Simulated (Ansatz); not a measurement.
**Run report: CH₆O₃Si, molecular dynamics (part 1 of 3)**

- system: CH₆O₃Si
- method: RKS B3LYP/STO-3G (Ansatz 0.2.0)

It belongs to a series of runs on one base structure; here: dynamics from the start.

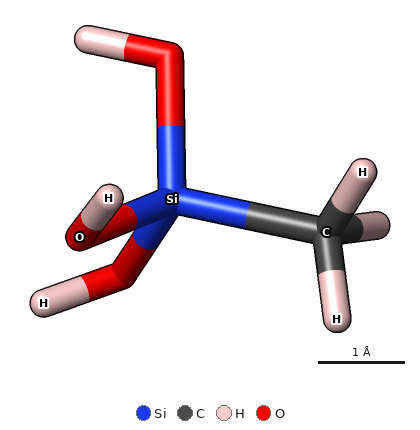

Figure 1. The structure as given in the input (stick view, seen at a tilt). Bond lengths as drawn: C–H 1.10 Å, C–Si 1.88 Å, H–O 1.02 Å and O–Si 1.71 Å.

## The input
```yaml
crystal:
  periodic: [false, false, false]
  atoms:
    - { symbol: Si, position_ang: [-0.055517, -0.107598, 0.167978] }
    - { symbol: C, position_ang: [0.016015, 0.022021, 2.037381] }
    - { symbol: H, position_ang: [-0.989318, 0.064176, 2.47532] }
    - { symbol: H, position_ang: [0.541955, -0.833273, 2.479822] }
    - { symbol: H, position_ang: [0.547542, 0.932699, 2.34107] }
    - { symbol: O, position_ang: [1.485309, 0.123619, -0.528549] }
    - { symbol: H, position_ang: [1.537166, -0.607864, -1.241164] }
    - { symbol: O, position_ang: [-1.152581, 1.112385, -0.297318] }
    - { symbol: H, position_ang: [-1.101205, 1.139615, -1.31838] }
    - { symbol: O, position_ang: [-0.514224, -1.637379, -0.445237] }
    - { symbol: H, position_ang: [-1.407941, -1.856901, -0.002624] }
basis:
  gaussian: { orbitals: STO-3G }
hamiltonian:
  xc: b3lyp
md:
  timestep: 0.25
  n_steps: 100
  ensemble: nvt_langevin
  temperature: 700.0
  initial_velocities: maxwell_boltzmann
  seed: 690541
  friction: 0.005
  temperature_schedule:
    - { n_steps: 25, end_temperature: 700.0 }
    - { n_steps: 75, end_temperature: 2100.0 }
```

Run on 1 thread of AMD EPYC (Zen 3), 32 GiB of memory available, shared host.

Launch command:
```bash
ansatz run input.yaml --threads 1 --pin off --max-ram 2048MiB --backend cpu --events-out ev --progress --plain --runs-dir out
```

## What the program printed
```
Engine: ansatz 0.2.0, x86_64-unknown-linux-gnu
Functional definition: B3LYP
  parameter a0 = 0.2
  parameter ax = 0.72
  parameter ac = 0.81
  exchange = (1 - a0 - ax)*slater_x + ax*b88_x + a0*exact_x
  correlation = (1 - ac)*vwn_rpa_c + ac*lyp_c
503 factors; integrals over basis functions are off by at most 9.6e-6 eV
mean field evaluation 1: about -14960.6233 eV, gradient 3.5e1 eV
mean field evaluation 2: about -14960.6949 eV, gradient 3.6e1 eV
mean field evaluation 4: about -14964.7608 eV, gradient 9.6e-1 eV
mean field evaluation 8: about -14964.7287 eV, gradient 1.3e-2 eV
mean field -14964.72867843 eV, -549.9436354748 hartree, gradient 7.7e-6 eV, S^2 0.000000; 0 other end points of the search recorded, 0 dependent functions left out
the calculation of the forces begins
reference -14964.72887214 eV, -549.9436425934 hartree; 25, 25 occupied and 10, 10 virtual orbitals, 503 factors
md step     0: t =     0.00 fs  T =   636.4 K (target 700.0 K)  F+E_penalty+E_count = -14964.72867843 eV  E_kin = 0.904820 eV  (22 SCF iters)
these checks for a lower state are left out or cut short: starts, cluster_reference, orbital_swaps, neighbouring_geometries, increment
503 factors; integrals over basis functions are off by at most 9.6e-6 eV
mean field evaluation 16: about -14964.7572 eV, gradient 1.7e-3 eV
mean field -14964.72220919 eV, -549.9433977347 hartree, gradient 1.3e-5 eV, S^2 0.000000; 0 other end points of the search recorded, 0 dependent functions left out
the calculation of the forces begins
reference -14964.72240285 eV, -549.9434048514 hartree; 25, 25 occupied and 10, 10 virtual orbitals, 503 factors
md step     1: t =     0.25 fs  T =   647.4 K (target 700.0 K)  F+E_penalty+E_count = -14964.72220919 eV  E_kin = 0.920533 eV  (26 SCF iters)
[... from here on the SCF iterations and repeated set-up lines of each step are left out, up to the last step ...]
md step     2: t =     0.50 fs  T =   639.5 K (target 700.0 K)  F+E_penalty+E_count = -14964.70358264 eV  E_kin = 0.909272 eV  (26 SCF iters)
md step     3: t =     0.75 fs  T =   627.6 K (target 700.0 K)  F+E_penalty+E_count = -14964.67446984 eV  E_kin = 0.892293 eV  (26 SCF iters)
md step     4: t =     1.00 fs  T =   622.3 K (target 700.0 K)  F+E_penalty+E_count = -14964.63684004 eV  E_kin = 0.884867 eV  (26 SCF iters)
md step     5: t =     1.25 fs  T =   594.3 K (target 700.0 K)  F+E_penalty+E_count = -14964.59426577 eV  E_kin = 0.845043 eV  (26 SCF iters)
md step     6: t =     1.50 fs  T =   548.6 K (target 700.0 K)  F+E_penalty+E_count = -14964.55163308 eV  E_kin = 0.780070 eV  (26 SCF iters)
md step     7: t =     1.75 fs  T =   513.5 K (target 700.0 K)  F+E_penalty+E_count = -14964.51313133 eV  E_kin = 0.730178 eV  (26 SCF iters)
md step     8: t =     2.00 fs  T =   496.0 K (target 700.0 K)  F+E_penalty+E_count = -14964.48097279 eV  E_kin = 0.705302 eV  (21 SCF iters)
md step     9: t =     2.25 fs  T =   472.4 K (target 700.0 K)  F+E_penalty+E_count = -14964.45684521 eV  E_kin = 0.671628 eV  (21 SCF iters)
md step    10: t =     2.50 fs  T =   467.5 K (target 700.0 K)  F+E_penalty+E_count = -14964.44189562 eV  E_kin = 0.664771 eV  (21 SCF iters)
md step    11: t =     2.75 fs  T =   474.3 K (target 700.0 K)  F+E_penalty+E_count = -14964.43616786 eV  E_kin = 0.674350 eV  (21 SCF iters)
md step    12: t =     3.00 fs  T =   469.1 K (target 700.0 K)  F+E_penalty+E_count = -14964.43859138 eV  E_kin = 0.666983 eV  (21 SCF iters)
md step    13: t =     3.25 fs  T =   469.5 K (target 700.0 K)  F+E_penalty+E_count = -14964.44708619 eV  E_kin = 0.667573 eV  (26 SCF iters)
md step    14: t =     3.50 fs  T =   475.7 K (target 700.0 K)  F+E_penalty+E_count = -14964.45997073 eV  E_kin = 0.676309 eV  (26 SCF iters)
md step    15: t =     3.75 fs  T =   492.1 K (target 700.0 K)  F+E_penalty+E_count = -14964.47608806 eV  E_kin = 0.699630 eV  (26 SCF iters)
md step    16: t =     4.00 fs  T =   500.9 K (target 700.0 K)  F+E_penalty+E_count = -14964.49340621 eV  E_kin = 0.712242 eV  (26 SCF iters)
md step    17: t =     4.25 fs  T =   516.9 K (target 700.0 K)  F+E_penalty+E_count = -14964.50951177 eV  E_kin = 0.735002 eV  (26 SCF iters)
md step    18: t =     4.50 fs  T =   531.0 K (target 700.0 K)  F+E_penalty+E_count = -14964.52142954 eV  E_kin = 0.755041 eV  (22 SCF iters)
md step    19: t =     4.75 fs  T =   528.2 K (target 700.0 K)  F+E_penalty+E_count = -14964.52771881 eV  E_kin = 0.751084 eV  (26 SCF iters)
md step    20: t =     5.00 fs  T =   526.8 K (target 700.0 K)  F+E_penalty+E_count = -14964.52786401 eV  E_kin = 0.749031 eV  (26 SCF iters)
md step    21: t =     5.25 fs  T =   517.2 K (target 700.0 K)  F+E_penalty+E_count = -14964.52114258 eV  E_kin = 0.735451 eV  (26 SCF iters)
md step    22: t =     5.50 fs  T =   499.0 K (target 700.0 K)  F+E_penalty+E_count = -14964.50746880 eV  E_kin = 0.709437 eV  (26 SCF iters)
md step    23: t =     5.75 fs  T =   486.6 K (target 700.0 K)  F+E_penalty+E_count = -14964.48617107 eV  E_kin = 0.691946 eV  (26 SCF iters)
md step    24: t =     6.00 fs  T =   448.8 K (target 700.0 K)  F+E_penalty+E_count = -14964.45799817 eV  E_kin = 0.638195 eV  (26 SCF iters)
md step    25: t =     6.25 fs  T =   433.2 K (target 700.0 K)  F+E_penalty+E_count = -14964.42445365 eV  E_kin = 0.615990 eV  (26 SCF iters)
md step    26: t =     6.50 fs  T =   418.4 K (target 709.3 K)  F+E_penalty+E_count = -14964.38734951 eV  E_kin = 0.594921 eV  (26 SCF iters)
md step    27: t =     6.75 fs  T =   393.2 K (target 728.0 K)  F+E_penalty+E_count = -14964.35124925 eV  E_kin = 0.559140 eV  (27 SCF iters)
md step    28: t =     7.00 fs  T =   385.7 K (target 746.7 K)  F+E_penalty+E_count = -14964.31967657 eV  E_kin = 0.548354 eV  (26 SCF iters)
md step    29: t =     7.25 fs  T =   366.8 K (target 765.3 K)  F+E_penalty+E_count = -14964.29588193 eV  E_kin = 0.521595 eV  (26 SCF iters)
md step    30: t =     7.50 fs  T =   360.0 K (target 784.0 K)  F+E_penalty+E_count = -14964.28409053 eV  E_kin = 0.511800 eV  (21 SCF iters)
md step    31: t =     7.75 fs  T =   355.2 K (target 802.7 K)  F+E_penalty+E_count = -14964.28745719 eV  E_kin = 0.505046 eV  (21 SCF iters)
md step    32: t =     8.00 fs  T =   368.0 K (target 821.3 K)  F+E_penalty+E_count = -14964.30470543 eV  E_kin = 0.523269 eV  (26 SCF iters)
md step    33: t =     8.25 fs  T =   386.4 K (target 840.0 K)  F+E_penalty+E_count = -14964.33355567 eV  E_kin = 0.549463 eV  (26 SCF iters)
md step    34: t =     8.50 fs  T =   404.7 K (target 858.7 K)  F+E_penalty+E_count = -14964.37012861 eV  E_kin = 0.575369 eV  (26 SCF iters)
md step    35: t =     8.75 fs  T =   420.7 K (target 877.3 K)  F+E_penalty+E_count = -14964.40778865 eV  E_kin = 0.598228 eV  (26 SCF iters)
md step    36: t =     9.00 fs  T =   430.4 K (target 896.0 K)  F+E_penalty+E_count = -14964.44125831 eV  E_kin = 0.611910 eV  (22 SCF iters)
md step    37: t =     9.25 fs  T =   428.2 K (target 914.7 K)  F+E_penalty+E_count = -14964.46553249 eV  E_kin = 0.608794 eV  (26 SCF iters)
md step    38: t =     9.50 fs  T =   429.0 K (target 933.3 K)  F+E_penalty+E_count = -14964.47800333 eV  E_kin = 0.610002 eV  (26 SCF iters)
md step    39: t =     9.75 fs  T =   447.0 K (target 952.0 K)  F+E_penalty+E_count = -14964.47767009 eV  E_kin = 0.635579 eV  (26 SCF iters)
md step    40: t =    10.00 fs  T =   450.9 K (target 970.7 K)  F+E_penalty+E_count = -14964.46371701 eV  E_kin = 0.641074 eV  (26 SCF iters)
md step    41: t =    10.25 fs  T =   435.9 K (target 989.3 K)  F+E_penalty+E_count = -14964.43751261 eV  E_kin = 0.619769 eV  (26 SCF iters)
md step    42: t =    10.50 fs  T =   417.1 K (target 1008.0 K)  F+E_penalty+E_count = -14964.40251385 eV  E_kin = 0.593016 eV  (26 SCF iters)
md step    43: t =    10.75 fs  T =   371.0 K (target 1026.7 K)  F+E_penalty+E_count = -14964.36479101 eV  E_kin = 0.527551 eV  (26 SCF iters)
md step    44: t =    11.00 fs  T =   341.3 K (target 1045.3 K)  F+E_penalty+E_count = -14964.32943930 eV  E_kin = 0.485217 eV  (21 SCF iters)
md step    45: t =    11.25 fs  T =   319.6 K (target 1064.0 K)  F+E_penalty+E_count = -14964.29952669 eV  E_kin = 0.454436 eV  (21 SCF iters)
md step    46: t =    11.50 fs  T =   311.0 K (target 1082.7 K)  F+E_penalty+E_count = -14964.27812150 eV  E_kin = 0.442214 eV  (21 SCF iters)
md step    47: t =    11.75 fs  T =   307.6 K (target 1101.3 K)  F+E_penalty+E_count = -14964.26545020 eV  E_kin = 0.437336 eV  (21 SCF iters)
md step    48: t =    12.00 fs  T =   303.5 K (target 1120.0 K)  F+E_penalty+E_count = -14964.26021424 eV  E_kin = 0.431567 eV  (21 SCF iters)
md step    49: t =    12.25 fs  T =   308.6 K (target 1138.7 K)  F+E_penalty+E_count = -14964.26234992 eV  E_kin = 0.438783 eV  (21 SCF iters)
md step    50: t =    12.50 fs  T =   311.8 K (target 1157.3 K)  F+E_penalty+E_count = -14964.26926146 eV  E_kin = 0.443355 eV  (20 SCF iters)
md step    51: t =    12.75 fs  T =   314.2 K (target 1176.0 K)  F+E_penalty+E_count = -14964.27776522 eV  E_kin = 0.446783 eV  (20 SCF iters)
md step    52: t =    13.00 fs  T =   340.3 K (target 1194.7 K)  F+E_penalty+E_count = -14964.28873107 eV  E_kin = 0.483867 eV  (20 SCF iters)
md step    53: t =    13.25 fs  T =   348.3 K (target 1213.3 K)  F+E_penalty+E_count = -14964.30254775 eV  E_kin = 0.495259 eV  (20 SCF iters)
md step    54: t =    13.50 fs  T =   356.7 K (target 1232.0 K)  F+E_penalty+E_count = -14964.31719086 eV  E_kin = 0.507170 eV  (20 SCF iters)
md step    55: t =    13.75 fs  T =   392.8 K (target 1250.7 K)  F+E_penalty+E_count = -14964.33205382 eV  E_kin = 0.558559 eV  (20 SCF iters)
md step    56: t =    14.00 fs  T =   390.8 K (target 1269.3 K)  F+E_penalty+E_count = -14964.34735166 eV  E_kin = 0.555687 eV  (23 SCF iters)
md step    57: t =    14.25 fs  T =   406.1 K (target 1288.0 K)  F+E_penalty+E_count = -14964.36205081 eV  E_kin = 0.577443 eV  (20 SCF iters)
md step    58: t =    14.50 fs  T =   415.7 K (target 1306.7 K)  F+E_penalty+E_count = -14964.37635073 eV  E_kin = 0.591043 eV  (20 SCF iters)
md step    59: t =    14.75 fs  T =   412.8 K (target 1325.3 K)  F+E_penalty+E_count = -14964.39030239 eV  E_kin = 0.586932 eV  (20 SCF iters)
md step    60: t =    15.00 fs  T =   415.6 K (target 1344.0 K)  F+E_penalty+E_count = -14964.40238865 eV  E_kin = 0.590942 eV  (20 SCF iters)
md step    61: t =    15.25 fs  T =   421.7 K (target 1362.7 K)  F+E_penalty+E_count = -14964.41032312 eV  E_kin = 0.599635 eV  (20 SCF iters)
md step    62: t =    15.50 fs  T =   428.8 K (target 1381.3 K)  F+E_penalty+E_count = -14964.41418124 eV  E_kin = 0.609740 eV  (20 SCF iters)
md step    63: t =    15.75 fs  T =   448.7 K (target 1400.0 K)  F+E_penalty+E_count = -14964.41364490 eV  E_kin = 0.638005 eV  (26 SCF iters)
md step    64: t =    16.00 fs  T =   447.6 K (target 1418.7 K)  F+E_penalty+E_count = -14964.40824218 eV  E_kin = 0.636436 eV  (26 SCF iters)
md step    65: t =    16.25 fs  T =   450.0 K (target 1437.3 K)  F+E_penalty+E_count = -14964.39715920 eV  E_kin = 0.639870 eV  (26 SCF iters)
md step    66: t =    16.50 fs  T =   443.3 K (target 1456.0 K)  F+E_penalty+E_count = -14964.37801090 eV  E_kin = 0.630323 eV  (26 SCF iters)
md step    67: t =    16.75 fs  T =   422.7 K (target 1474.7 K)  F+E_penalty+E_count = -14964.35232377 eV  E_kin = 0.601091 eV  (26 SCF iters)
md step    68: t =    17.00 fs  T =   423.1 K (target 1493.3 K)  F+E_penalty+E_count = -14964.32366560 eV  E_kin = 0.601587 eV  (26 SCF iters)
md step    69: t =    17.25 fs  T =   416.4 K (target 1512.0 K)  F+E_penalty+E_count = -14964.29650496 eV  E_kin = 0.592017 eV  (26 SCF iters)
md step    70: t =    17.50 fs  T =   373.4 K (target 1530.7 K)  F+E_penalty+E_count = -14964.27492239 eV  E_kin = 0.530922 eV  (26 SCF iters)
md step    71: t =    17.75 fs  T =   352.2 K (target 1549.3 K)  F+E_penalty+E_count = -14964.26342738 eV  E_kin = 0.500848 eV  (27 SCF iters)
md step    72: t =    18.00 fs  T =   350.6 K (target 1568.0 K)  F+E_penalty+E_count = -14964.26301283 eV  E_kin = 0.498564 eV  (27 SCF iters)
md step    73: t =    18.25 fs  T =   354.8 K (target 1586.7 K)  F+E_penalty+E_count = -14964.27157802 eV  E_kin = 0.504515 eV  (27 SCF iters)
md step    74: t =    18.50 fs  T =   354.7 K (target 1605.3 K)  F+E_penalty+E_count = -14964.28780260 eV  E_kin = 0.504349 eV  (27 SCF iters)
md step    75: t =    18.75 fs  T =   363.5 K (target 1624.0 K)  F+E_penalty+E_count = -14964.30635782 eV  E_kin = 0.516867 eV  (23 SCF iters)
md step    76: t =    19.00 fs  T =   392.5 K (target 1642.7 K)  F+E_penalty+E_count = -14964.32289028 eV  E_kin = 0.558040 eV  (26 SCF iters)
md step    77: t =    19.25 fs  T =   415.6 K (target 1661.3 K)  F+E_penalty+E_count = -14964.33496306 eV  E_kin = 0.590905 eV  (26 SCF iters)
md step    78: t =    19.50 fs  T =   440.6 K (target 1680.0 K)  F+E_penalty+E_count = -14964.33935974 eV  E_kin = 0.626446 eV  (26 SCF iters)
md step    79: t =    19.75 fs  T =   428.3 K (target 1698.7 K)  F+E_penalty+E_count = -14964.33299583 eV  E_kin = 0.609030 eV  (26 SCF iters)
md step    80: t =    20.00 fs  T =   428.5 K (target 1717.3 K)  F+E_penalty+E_count = -14964.31835998 eV  E_kin = 0.609324 eV  (26 SCF iters)
md step    81: t =    20.25 fs  T =   418.5 K (target 1736.0 K)  F+E_penalty+E_count = -14964.29844487 eV  E_kin = 0.595102 eV  (26 SCF iters)
md step    82: t =    20.50 fs  T =   393.0 K (target 1754.7 K)  F+E_penalty+E_count = -14964.27458259 eV  E_kin = 0.558799 eV  (26 SCF iters)
md step    83: t =    20.75 fs  T =   392.0 K (target 1773.3 K)  F+E_penalty+E_count = -14964.24815507 eV  E_kin = 0.557301 eV  (20 SCF iters)
md step    84: t =    21.00 fs  T =   369.5 K (target 1792.0 K)  F+E_penalty+E_count = -14964.22068705 eV  E_kin = 0.525412 eV  (21 SCF iters)
md step    85: t =    21.25 fs  T =   354.8 K (target 1810.7 K)  F+E_penalty+E_count = -14964.19576867 eV  E_kin = 0.504530 eV  (21 SCF iters)
md step    86: t =    21.50 fs  T =   347.3 K (target 1829.3 K)  F+E_penalty+E_count = -14964.17367748 eV  E_kin = 0.493861 eV  (21 SCF iters)
md step    87: t =    21.75 fs  T =   324.4 K (target 1848.0 K)  F+E_penalty+E_count = -14964.15348963 eV  E_kin = 0.461245 eV  (21 SCF iters)
md step    88: t =    22.00 fs  T =   331.1 K (target 1866.7 K)  F+E_penalty+E_count = -14964.13643146 eV  E_kin = 0.470839 eV  (21 SCF iters)
md step    89: t =    22.25 fs  T =   338.8 K (target 1885.3 K)  F+E_penalty+E_count = -14964.12189271 eV  E_kin = 0.481776 eV  (21 SCF iters)
md step    90: t =    22.50 fs  T =   337.0 K (target 1904.0 K)  F+E_penalty+E_count = -14964.10932362 eV  E_kin = 0.479163 eV  (20 SCF iters)
md step    91: t =    22.75 fs  T =   356.4 K (target 1922.7 K)  F+E_penalty+E_count = -14964.09874059 eV  E_kin = 0.506741 eV  (20 SCF iters)
md step    92: t =    23.00 fs  T =   337.7 K (target 1941.3 K)  F+E_penalty+E_count = -14964.09047761 eV  E_kin = 0.480209 eV  (20 SCF iters)
md step    93: t =    23.25 fs  T =   350.2 K (target 1960.0 K)  F+E_penalty+E_count = -14964.08583697 eV  E_kin = 0.497942 eV  (20 SCF iters)
md step    94: t =    23.50 fs  T =   362.0 K (target 1978.7 K)  F+E_penalty+E_count = -14964.08481401 eV  E_kin = 0.514762 eV  (20 SCF iters)
md step    95: t =    23.75 fs  T =   347.1 K (target 1997.3 K)  F+E_penalty+E_count = -14964.08524518 eV  E_kin = 0.493585 eV  (20 SCF iters)
md step    96: t =    24.00 fs  T =   338.7 K (target 2016.0 K)  F+E_penalty+E_count = -14964.08715210 eV  E_kin = 0.481539 eV  (23 SCF iters)
md step    97: t =    24.25 fs  T =   357.1 K (target 2034.7 K)  F+E_penalty+E_count = -14964.09271653 eV  E_kin = 0.507752 eV  (20 SCF iters)
md step    98: t =    24.50 fs  T =   365.8 K (target 2053.3 K)  F+E_penalty+E_count = -14964.10153271 eV  E_kin = 0.520080 eV  (20 SCF iters)
md step    99: t =    24.75 fs  T =   373.5 K (target 2072.0 K)  F+E_penalty+E_count = -14964.11338188 eV  E_kin = 0.531045 eV  (20 SCF iters)
these checks for a lower state are left out or cut short: starts, cluster_reference, orbital_swaps, neighbouring_geometries, increment
504 factors; integrals over basis functions are off by at most 2.1e-5 eV
mean field -14964.12807346 eV, -549.9215636493 hartree, gradient 1.1e-5 eV, S^2 0.000000; 0 other end points of the search recorded, 0 dependent functions left out
the calculation of the forces begins
reference -14964.12826514 eV, -549.9215706934 hartree; 25, 25 occupied and 10, 10 virtual orbitals, 504 factors
504 factors; integrals over basis functions are off by at most 2.1e-5 eV
mean field -14964.12807346 eV, -549.9215636493 hartree, gradient 1.1e-5 eV, S^2 0.000000; 1 other end points of the search recorded, 0 dependent functions left out
the calculation of the forces begins
reference -14964.12826514 eV, -549.9215706934 hartree; 25, 25 occupied and 10, 10 virtual orbitals, 504 factors
md step   100: t =    25.00 fs  T =   384.1 K (target 2090.7 K)  F+E_penalty+E_count = -14964.12807346 eV  E_kin = 0.546182 eV  (23 SCF iters)
```

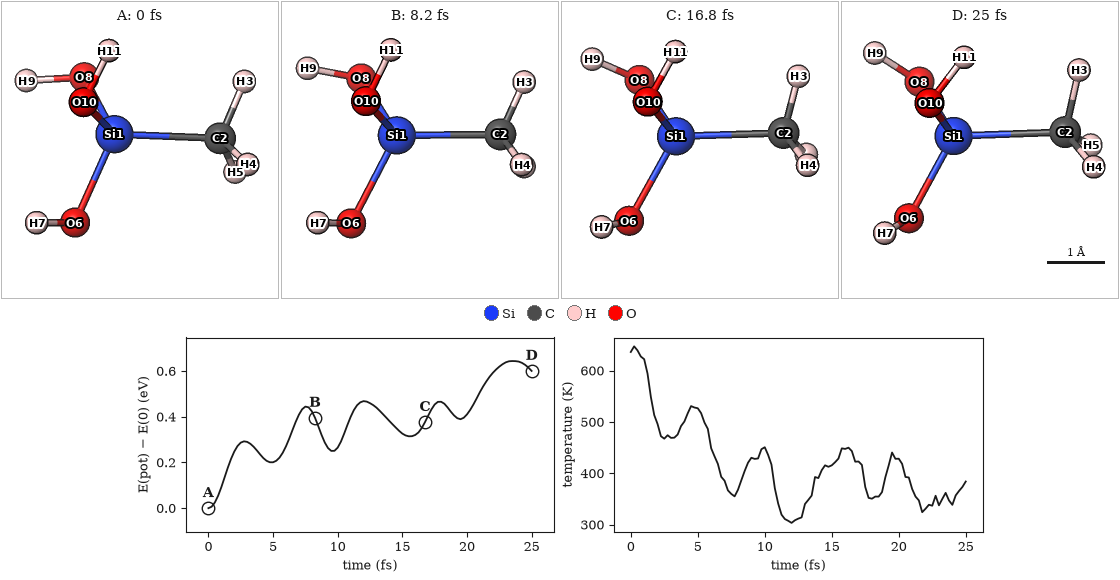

Figure 2. Frames of the molecular dynamics (ball-and-stick, seen on its broad side) above the curves, on which the letters mark them. The trajectory kept here has 101 frames over 25 fs. The temperature starts at 636 K, ranges from 304 to 647 K and averages 381 K over the second half. The potential energy ends 0.601 eV above its first value. After an unweighted best fit of the last frame on the first, the root-mean-square displacement is 0.29 Å.
